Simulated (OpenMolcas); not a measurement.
```
&GATEWAY
Basis set
Eu.ANO-RCC-VDZP.
Eu1 0.0 0.0 0.0 Angstrom
End of basis
Basis set
O.ANO-RCC-VDZP.
L1 2.354000 0.000000 0.000000 Angstrom
L2 0.000000 2.354000 0.000000 Angstrom
L3 0.000000 0.000000 2.354000 Angstrom
End of basis
Basis set
Ca.EMB-AIMP.Pascual.13s7p.1s1p.ECP.CaO.
PseudoCharge
* 3 symmetry-unique lattice sites within 7.6 angstrom
End of basis
Basis set
Ca.EMB-AIMP.Pascual.0s.0s.ECP.CaO.
PseudoCharge
* 24 symmetry-unique lattice sites within 7.6 angstrom
End of basis
Basis set
O.EMB-AIMP.Pascual.0s.0s.ECP.CaO.
PseudoCharge
* 31 symmetry-unique lattice sites within 7.6 angstrom
End of basis
Symmetry
XYZ
AngMom=0.0 0.0 0.0
AMFI
RICD
XField
1037 Angstrom 0
* Evjen-weighted lattice charges
&SEWARD
&RASSCF
FileOrb=start.orb
Symmetry=1
Spin=7
nActEl=6 0 0
Inactive=30 27
Ras2=0 7
CIRoot=7 7 1
SDav=7
CIMx=300
Iter=150 100
PrWF=0.3
OrbListing=Nothing
MaxOrb=0
LevShft=1.0
>>> COPY $Project.JobIph JOB001
&RASSCF
FileOrb=start.orb
Symmetry=1
Spin=5
nActEl=6 0 0
Inactive=30 27
Ras2=0 7
CIRoot=140 140 1
SDav=140
CIMx=300
Iter=150 100
PrWF=0.3
OrbListing=Nothing
MaxOrb=0
CIOnly
LevShft=1.0
>>> COPY $Project.JobIph JOB002
&RASSCF
FileOrb=start.orb
Symmetry=1
Spin=3
nActEl=6 0 0
Inactive=30 27
Ras2=0 7
CIRoot=162 162 1
SDav=588
CIMx=300
Iter=150 100
PrWF=0.3
OrbListing=Nothing
MaxOrb=0
CIOnly
LevShft=1.0
>>> COPY $Project.JobIph JOB003
&RASSI
NrOfJobIphs=3 7 77 3
1 2 3 4 5 6 7
1 2 3 4 5 6 7 8 9 10 11 12 13 14 15 16 17 18 19 20 21 22 23 24 25 26 27
28 29 30 31 32 33 34 35 36 37 38 39 40 41 42 43 44 45 46 47 48 49 50 51
52 53 54 55 56 57 58 59 60 61 62 63 64 65 66 67 68 69 70 71 72 73 74 75
76 77
1 2 3
IphNames
JOB001
JOB002
JOB003
EJob
SpinOrbit
DIPRint=1.0
SOCoupling=1000.0
Subsets=2
Property=9
'ANGMOM' 1 'ANGMOM' 2 'ANGMOM' 3 'MLTPL  1' 1 'MLTPL  1' 2 'MLTPL  1' 3
'AMFI' 1 'AMFI' 2 'AMFI' 3
SOProperty=3
'ANGMOM' 1 'ANGMOM' 2 'ANGMOM' 3
```

Launched with:
```bash
OMP_NUM_THREADS=1 MOLCAS_MEM=2457 MOLCAS_PROJECT=a pymolcas a.inp > a.log  # once for each step of the input, in one work folder
```

Computed with OpenMolcas: state-averaged CASSCF, active space 6 electrons in the shell 4f, basis ANO-RCC-VDZP on all atoms, DKH2 scalar Hamiltonian, spin-orbit coupling by RASSI with atomic mean-field integrals.

Eu³⁺ (4f⁶) as a dopant in CaO, a cluster with its 6 nearest O²⁻ at 2.354 Å (octahedron) embedded in model potentials and point charges; the geometry was set, not optimised. The cluster and the levels that result:

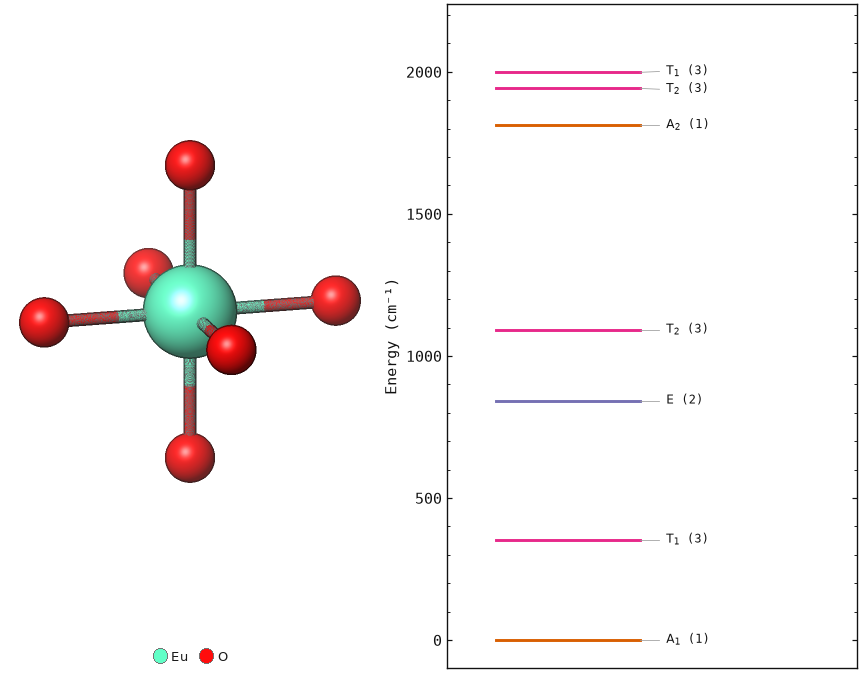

Labels give the representation in O, Td, D4 or D3 as the site allows (double group for half-integer spin) where it could be assigned and, in brackets, the degeneracy; spin-free states, where drawn, share the zero of the spin-orbit levels.

The ground level is A₁, non-degenerate, 95 % from states of spin multiplicity 7. The next level lies at 353 cm⁻¹ (T₁). The active orbitals hold 99 to 100 % metal character (Löwdin), and the Mulliken charge of the metal is +2.70.

Limits of the model: high states of lower spin left out of the spin-orbit mixing; the geometry is set by hand, with no relaxation and no charge compensation; spin-free states above about 46,000 cm⁻¹ are left out of the spin-orbit step.
